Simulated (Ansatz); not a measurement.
# Co: energy of spin spirals

Is the ferromagnetic state of Co stable against spirals with wavevectors from Γ to K? Methods of the runs shown: PAW.

Method: DFT, LDA, PAW with Ansatz's default frozen-core files, scalar-relativistic, in Ansatz 0.2.0.

**1. The starting structure**

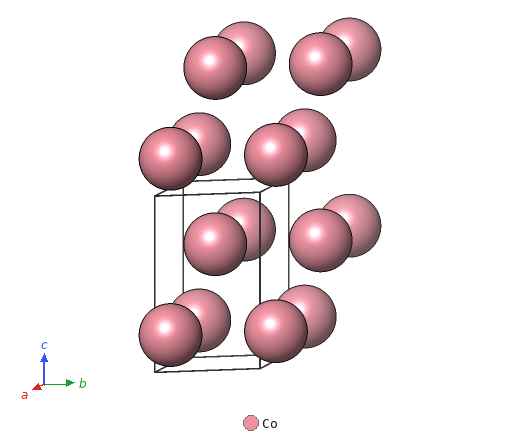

Start, viewed slightly off an axis; cobalt pink. 2×2×2 cells are drawn.

As a file:

```xyz
2
Lattice="2.4874 0.0000 0.0000 -1.2437 2.1541 0.0000 0.0000 0.0000 4.0633" Properties=species:S:1:pos:R:3 pbc="T T T"
Co    1.2437    0.7180    1.0559
Co    0.0000    1.4361    3.0074
```

Atoms are numbered in the order of the input: Co1, Co2.

**2. Free moments from the typed start, PAW**

Contents of input.yaml:

```yaml
crystal:
  lattice:
    - [2.4873648738, 0.0, 0.0]
    - [-1.2436824369, 2.1541211692, 0.0]
    - [0.0, 0.0, 4.0632895034]
  atoms:
    - { symbol: Co, position: [0.6666666667, 0.3333333333, 0.259861], spin: 2.0 }
    - { symbol: Co, position: [0.3333333333, 0.6666666667, 0.740139], spin: 2.0 }
magnetization:
  spin_polarized: true
kpoints:
  mp_grid: { grid: [18, 18, 7] }
scf:
  occupations: { method: fermi_dirac, width: 0.08 }
  lower_state_search: "off"
hamiltonian:
  xc: lda
  pseudopotentials: { kind: paw }
output:
  forces: true
  stress: true
  eigenvalues: true
  write_density: true
  write_potential: true
  elf: true
  volumetric_format: npy
```

Command:

```bash
$ ansatz run input.yaml --threads 2 --pin off --max-ram 5120MiB --backend cpu --events-out ev --progress --plain --runs-dir out
```

Standard output, cut to the lines that bear on the results:

```text
[...]
Pseudopotentials: kind: paw
Pseudopotential: Co, paw, valence charge 17, recommended cutoff 420 eV (normal)
Functional definition: SPW92
[...]
Crystal: 2 atoms, lattice volume = 21.771 Å³
Basis set: ecut = 420 eV, 391 PW (Γ)
Bands: 23, of which v1, the nominal top of the filled ones, is band 17 counted from 1 (16 counted from 0)
Symmetry: 12 space group operations
Space group: P-3m1 (ITA 164), of the structure as read, at distance tolerance 2.8e-5 Å
Magnetic group: BNS 164.85 (UNI 1315), of the structure as read, at distance tolerance 2.8e-5 Å
k-points: 229 of 2268
[...]
Starting moments: Σ|m| = 4 μB on 2 of 2 sites
[...]
SCF iter   1: F=—  HF=-10125.400802 eV  |F-HF|=—  |Δ(HF+E_count)|=         —  Δρ=4.20e-2 (↑3.99e-2 ↓4.20e-2)  dr2=5.26e-1  dr2_m=1.09e-1  M=3.266 μB ∫|m|=3.355 μB  β_m=0.30  ethr=1.54e-3  ⟨swp⟩=1.0  Hψ=53037  notcnv=0
[...]
spin-set hold released at iteration 7 (site moments contracting): the magnetisation degrees of freedom join the quasi-Newton model from the next iteration; the mixer history was flushed
[...]
SCF iter  13: F=-10125.426312 eV  HF=-10125.426312 eV  |F-HF|=1.30e-9  |Δ(HF+E_count)|=   1.11e-7  Δρ=2.89e-6 (↑2.89e-6 ↓1.87e-6)  dr2=1.63e-9  dr2_m=4.67e-10  M=3.158 μB ∫|m|=3.380 μB  ethr=8.42e-11  ⟨swp⟩=5.0  Hψ=58351  notcnv=0
[...]
SCF converged after 13 iterations
Magnetization: 3.1579 μB (18.5790 up, 15.4210 down)
Absolute magnetization: 3.3808 μB (∫|ρ↑−ρ↓|, with the PAW one-centre terms)
Spin contamination: 0.0379 ħ² per cell (⟨S²⟩ above its minimum at these occupations)
Per-site moments (μB) at R_I (Å): [(1.630657685429227, 0.9994691688402235), (1.6306576854292274, 0.9994691688402235)]
Free energy (F): -10125.426312 eV
[...]
E sigma→0 (E₀):  -10125.407415 eV
Entropy (-TS):   -0.037795 eV (-18.897 meV/atom)
Fermi energy:    18.168545 eV
[...]
--- Forces (eV/Å), atoms counted from 1 ---
  atom   1  Co    -0.00000000     0.00000000    -0.41909334
  atom   2  Co     0.00000000    -0.00000000     0.41909334
[...]
--- Stress (GPa, compression-positive) ---
      -17.136317       0.000000      -0.000000
       -0.000000     -17.136317      -0.000000
       -0.000000      -0.000000     -18.999193
  P = ⅓ Tr σ = -17.7573 GPa (-177.573 kbar)
--- Band table (eV; the first three rows and the last of 458) ---
  k-point 0 ↑: bands = ["-77.0043", "-76.9452", "-40.8065", "-40.5151", "-40.5151", "-40.4703", "-40.4661", "-40.4661", "9.1380", "12.9992", "15.5834", "15.6453", "15.6453", "15.9400", "15.9400", "16.3832", "16.3832", "17.4700", "17.4700", "17.9024", "24.2788", "40.0434", "42.4031"]
[...]
```

Run time: 7 s. Hardware: 2 threads of Intel Xeon 6975P-C (Granite Rapids), shared host; peak memory 0.47 GiB.

In short: total moment 3.16 μB; site moments Co1 1.63, Co2 1.63 μB; pressure -17.76 GPa; no gap.

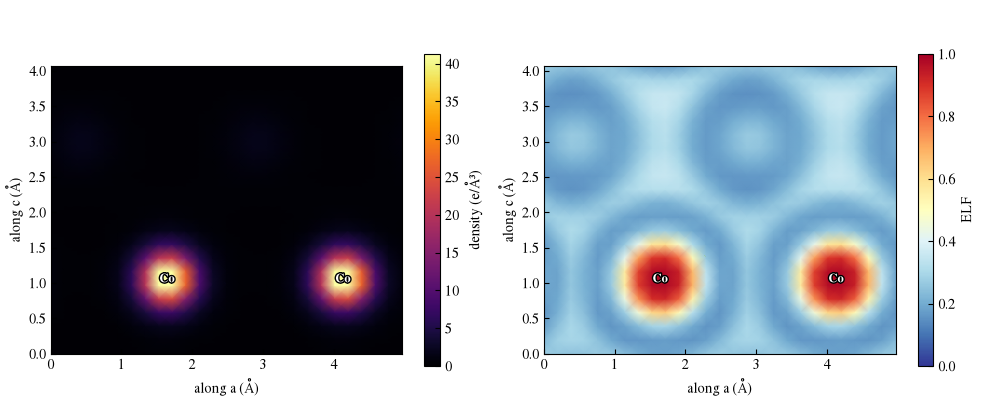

Density (left) and ELF (right) in a lattice plane of the grid's cell (edges 2.49 and 4.06 Å, at 0.333 of the third edge), which holds Co. Only atoms in the plane are labelled; the density scale stops at 41.27 e/Å³. Both are smooth fields of the valence electrons: close to the nuclei they are not physical.

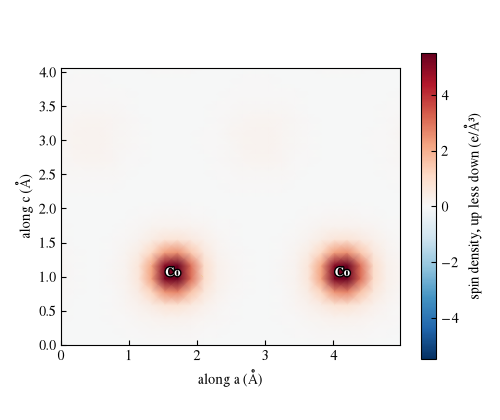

Spin density in a lattice plane of the grid's cell (edges 2.49 and 4.06 Å, at 0.333 of the third edge), which holds Co.

**3. Spiral at q = 0, PAW**

Contents of input.yaml:

```yaml
crystal:
  lattice:
    - [2.4873648738, 0.0, 0.0]
    - [-1.2436824369, 2.1541211692, 0.0]
    - [0.0, 0.0, 4.0632895034]
  atoms:
    - { symbol: Co, position: [0.6666666667, 0.3333333333, 0.259861], spin: 1.6, spin_axis: [1.0, 0.0, 0.0] }
    - { symbol: Co, position: [0.3333333333, 0.6666666667, 0.740139], spin: 1.6, spin_axis: [1.0, 0.0, 0.0] }
magnetization:
  noncollinear: true
  spin_spiral: { q: [0.0, 0.0, 0.0] }
kpoints:
  mp_grid: { grid: [18, 18, 7] }
scf:
  occupations: { method: fermi_dirac, width: 0.08 }
  lower_state_search: "off"
hamiltonian:
  xc: lda
  pseudopotentials: { kind: paw }
output:
  eigenvalues: false
```

Command:

```bash
$ ansatz run input.yaml --threads 2 --pin off --max-ram 5120MiB --backend cpu --events-out ev --progress --plain --runs-dir out
```

Standard output, cut to the lines that bear on the results:

```text
settings of this run that can trade accuracy for cost: output.eigenvalues: false. Do not mix this run's numbers with those of runs without the same settings; the input reference describes each key
[...]
[... 3 set-up lines as earlier in the session ...]
[...]
Crystal: 2 atoms, lattice volume = 21.771 Å³
Basis set: ecut = 420 eV, 391 PW (Γ)
Bands: 42, of which v1, the nominal top of the filled ones, is band 34 counted from 1 (33 counted from 0)
[... 1 set-up line as earlier in the session ...]
k-points: 229 of 2268
Spin spiral: q = (0, 0, 0) of the reciprocal vectors; moments are told in the frame that turns with it, a site's in that at the site
[...]
Starting moments: Σ|m| = 3.2 μB on 2 of 2 sites
[...]
SCF iter  11: F=-10125.426312 eV  HF=-10125.426312 eV  |F-HF|=4.55e-9  |Δ(HF+E_count)|=   5.51e-8  Δρ=6.54e-6  dr2=4.58e-9  dr2_m=3.36e-10  ethr=1.06e-11  |M|=3.16e0 ∫|m|=3.38e0 μB  |m|>n=0.0e0 m-floor=0.0e0 τ_xc=3.2e-24  ⟨swp⟩=1.0  Hψ=28601  notcnv=0
[...]
SCF converged after 11 iterations
Magnetization: |M| = 3.1579 μB,  M = (+3.1579, -0.0000, +0.0000) μB
Absolute magnetization: 3.3814 μB (∫|m|, with the PAW one-centre terms)
  site 0: m = (+1.6307, -0.0000, +0.0000) μB, |m| = 1.6307 μB  (R = 1.00 Å)
  site 1: m = (+1.6307, -0.0000, +0.0000) μB, |m| = 1.6307 μB  (R = 1.00 Å)
Free energy (F): -10125.426312 eV
[...]
E sigma→0 (E₀):  -10125.407415 eV
Entropy (-TS):   -0.037795 eV (-18.897 meV/atom)
Fermi energy:    18.168562 eV
[...]
settings of this run that can trade accuracy for cost: output.eigenvalues: false. Do not mix this run's numbers with those of runs without the same settings; the input reference describes each key
```

Wall time 23 s (2 threads of Intel Xeon 6975P-C (Granite Rapids), shared host); peak memory 0.64 GiB.

Result: moment of the cell in the turning frame 3.16 μB; moments (x, y, z) Co1 (1.63, 0.00, 0.00), Co2 (1.63, 0.00, 0.00) μB.

**4. Spiral at 0.167 of the way from Γ to K, PAW**

Edit input.yaml of step 3 so:

```diff
@@ -10,5 +10,5 @@
   noncollinear: true
-  spin_spiral: { q: [0.0, 0.0, 0.0] }
+  spin_spiral: { q: [0.0555555556, 0.0555555556, 0.0] }
 kpoints:
-  mp_grid: { grid: [18, 18, 7] }
+  mp_grid: { grid: [18, 18, 7], shift: [0.5, 0.5, 0.0] }
 scf:
```

Command:

```bash
$ ansatz run input.yaml --threads 2 --pin off --max-ram 5120MiB --backend cpu --events-out ev --progress --plain --runs-dir out
```

Standard output, cut to the lines that bear on the results:

```text
settings of this run that can trade accuracy for cost: output.eigenvalues: false. Do not mix this run's numbers with those of runs without the same settings; the input reference describes each key
[...]
[... 3 set-up lines as earlier in the session ...]
[...]
Crystal: 2 atoms, lattice volume = 21.771 Å³
Basis set: ecut = 420 eV, 391 PW (Γ)
Bands: 42, of which v1, the nominal top of the filled ones, is band 34 counted from 1 (33 counted from 0)
Symmetry: 2 space group operations
k-points: 603 of 2268
Spin spiral: q = (0.0555555556, 0.0555555556, 0) of the reciprocal vectors; moments are told in the frame that turns with it, a site's in that at the site
[...]
Starting moments: Σ|m| = 3.2 μB on 2 of 2 sites
[...]
SCF iter  12: F=-10125.392155 eV  HF=-10125.392155 eV  |F-HF|=7.66e-10  |Δ(HF+E_count)|=   4.55e-8  Δρ=3.20e-6  dr2=1.31e-9  dr2_m=2.39e-10  ethr=1.33e-10  |M|=3.07e0 ∫|m|=3.31e0 μB  |m|>n=0.0e0 m-floor=0.0e0 τ_xc=2.0e-18  ⟨swp⟩=1.0  Hψ=63596  notcnv=0
[...]
SCF converged after 12 iterations
Magnetization: |M| = 3.0741 μB,  M = (+3.0741, -0.0000, +0.0000) μB
Absolute magnetization: 3.3086 μB (∫|m|, with the PAW one-centre terms)
  site 0: m = (+1.5929, -0.0000, +0.0000) μB, |m| = 1.5929 μB  (R = 1.00 Å)
  site 1: m = (+1.5929, -0.0000, +0.0000) μB, |m| = 1.5929 μB  (R = 1.00 Å)
Free energy (F): -10125.392155 eV
[...]
E sigma→0 (E₀):  -10125.370439 eV
Entropy (-TS):   -0.043432 eV (-21.716 meV/atom)
Fermi energy:    18.179718 eV
[...]
settings of this run that can trade accuracy for cost: output.eigenvalues: false. Do not mix this run's numbers with those of runs without the same settings; the input reference describes each key
```

Run time: 58 s. Hardware: 2 threads of Intel Xeon 6975P-C (Granite Rapids), shared host; peak memory 1.1 GiB.

Read from it: moment of the cell in the turning frame 3.07 μB; moments (x, y, z) Co1 (1.59, 0.00, 0.00), Co2 (1.59, 0.00, 0.00) μB.

**5. Spiral at 0.333 of the way from Γ to K, PAW**

Edit input.yaml of step 4 so:

```diff
@@ -10,5 +10,5 @@
   noncollinear: true
-  spin_spiral: { q: [0.0555555556, 0.0555555556, 0.0] }
+  spin_spiral: { q: [0.1111111111, 0.1111111111, 0.0] }
 kpoints:
-  mp_grid: { grid: [18, 18, 7], shift: [0.5, 0.5, 0.0] }
+  mp_grid: { grid: [18, 18, 7] }
 scf:
```

Command:

```bash
$ ansatz run input.yaml --threads 2 --pin off --max-ram 5120MiB --backend cpu --events-out ev --progress --plain --runs-dir out
```

Standard output, cut to the lines that bear on the results:

```text
settings of this run that can trade accuracy for cost: output.eigenvalues: false. Do not mix this run's numbers with those of runs without the same settings; the input reference describes each key
[...]
[... 3 set-up lines as earlier in the session ...]
[...]
Crystal: 2 atoms, lattice volume = 21.771 Å³
Basis set: ecut = 420 eV, 391 PW (Γ)
Bands: 42, of which v1, the nominal top of the filled ones, is band 34 counted from 1 (33 counted from 0)
[... 1 set-up line as earlier in the session ...]
k-points: 604 of 2268
Spin spiral: q = (0.1111111111, 0.1111111111, 0) of the reciprocal vectors; moments are told in the frame that turns with it, a site's in that at the site
[...]
Starting moments: Σ|m| = 3.2 μB on 2 of 2 sites
[...]
SCF iter  16: F=-10125.307752 eV  HF=-10125.307752 eV  |F-HF|=1.71e-9  |Δ(HF+E_count)|=   9.36e-9  Δρ=3.60e-6  dr2=2.19e-9  dr2_m=5.81e-10  ethr=2.94e-10  |M|=2.80e0 ∫|m|=3.05e0 μB  |m|>n=0.0e0 m-floor=0.0e0 τ_xc=3.3e-18  ⟨swp⟩=3.0  Hψ=63476  notcnv=0
[...]
SCF converged after 16 iterations
Magnetization: |M| = 2.8002 μB,  M = (+2.8002, -0.0000, +0.0000) μB
Absolute magnetization: 3.0482 μB (∫|m|, with the PAW one-centre terms)
  site 0: m = (+1.4667, -0.0000, +0.0000) μB, |m| = 1.4667 μB  (R = 1.00 Å)
  site 1: m = (+1.4667, -0.0000, +0.0000) μB, |m| = 1.4667 μB  (R = 1.00 Å)
Free energy (F): -10125.307752 eV
[...]
E sigma→0 (E₀):  -10125.279828 eV
Entropy (-TS):   -0.055848 eV (-27.924 meV/atom)
Fermi energy:    18.205129 eV
[...]
settings of this run that can trade accuracy for cost: output.eigenvalues: false. Do not mix this run's numbers with those of runs without the same settings; the input reference describes each key
```

It took 73 s on 2 threads of Intel Xeon 6975P-C (Granite Rapids), shared host; peak memory 1.1 GiB.

In short: moment of the cell in the turning frame 2.80 μB; moments (x, y, z) Co1 (1.47, 0.00, 0.00), Co2 (1.47, 0.00, 0.00) μB.

(Part 1 of 2 ends here.)
